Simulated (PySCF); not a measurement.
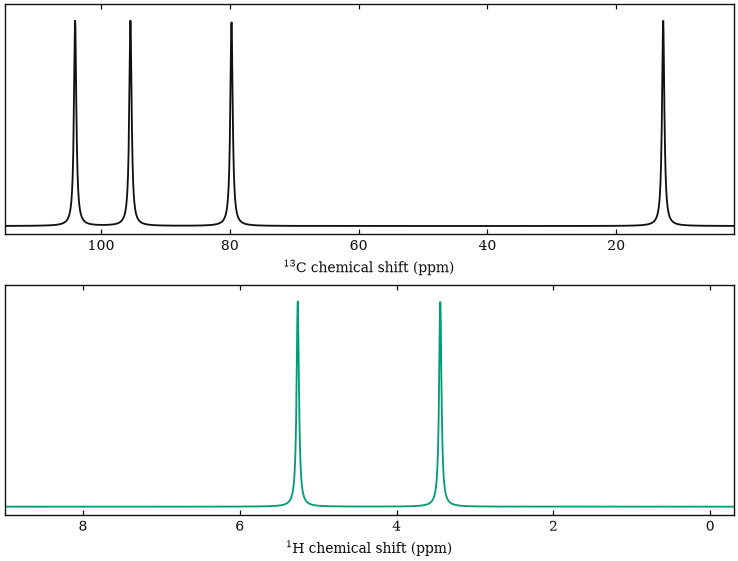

GIAO shifts, KT2/pcSseg-1 with PySCF 2.14.0, at a PBE0-D3(BJ)/def2-SVP geometry (no frequency check), against TMS for ¹³C and TMS for ¹H computed at the same level. Gas phase, fully decoupled, line heights follow the number of nuclei, widths are arbitrary (no quadrupolar broadening); values of one conformer, averaged over methyl-type rotors and exact or near symmetry.

Which molecule was computed?
A. C₃H₈BFO, SMILES [BH3-][O+]1CC[C@@H]1F
B. C₄H₅FSi₂, SMILES C#C[Si@]1(F)C=C[SiH2]1
C. C₅H₈Si, SMILES CC1=CC=C[SiH2]1
D. C₄H₄FNSi, SMILES N#CCC#C[SiH2]F

D. Its ¹³C signals: 104.0 (1 C), 95.4 (1 C), 79.7 (1 C), 12.7 (1 C) ppm. Its ¹H signals: 5.26 (2 H), 3.44 (2 H) ppm.
